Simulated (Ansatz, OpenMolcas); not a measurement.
**GaHCl2O (SMILES [OH][Ga]([Cl])[Cl]): the energy, rung by rung**

GaHCl2O: 5 atoms, total charge 0, spin state singlet. SMILES: `[OH][Ga]([Cl])[Cl]`. The shape is that of a PBE0-D4/def2-TZVP optimisation.

```xyz
5

O     0.2545    1.3546    0.2459
Ga    0.1185   -0.3945    0.0568
Cl    1.5000   -1.6349    1.0577
Cl   -1.4079   -1.2363   -1.1558
H    -0.4152    1.8374   -0.2460
```

Quantity: the energy change with the O1–H5 bond stretched from 0.961 to 1.442 Å, in eV. The values are calculated.

| level | kind | program | value (eV) |
| --- | --- | --- | --- |
| SVWN5/def2-SVP (restricted) | LDA | Ansatz | 2.14 |
| PBE/def2-SVP (restricted) | GGA | OpenMolcas | 2.11 |
| M06-L/def2-SVP (restricted) | meta-GGA | OpenMolcas | 2.36 |
| BHLYP/def2-SVP (restricted) | global hybrid | Ansatz | 2.61 |
| M06-2X/def2-SVP (restricted) | hybrid meta-GGA | OpenMolcas | 2.46 |
| PBE0/def2-SVP (restricted) | global hybrid | OpenMolcas | 2.41 |
| RPA@PBE/def2-SVP (restricted) | RPA | Ansatz | 2.18 |
| BCCD(T)/def2-SVP (restricted) | coupled cluster or CI | Ansatz | 2.32 |

All-electron rows without a relativistic Hamiltonian named are non-relativistic. The first shape isn't each level's own minimum. The values span 2.11 to 2.61 eV. In the correlated wave-function rows the outer d shell of Ga is correlated, in sets not made for it.

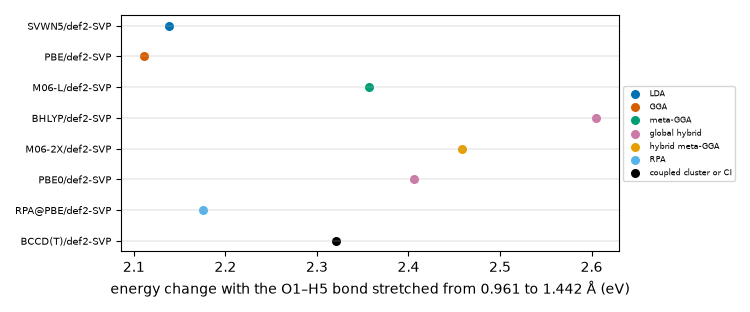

The values of the table, level by level.
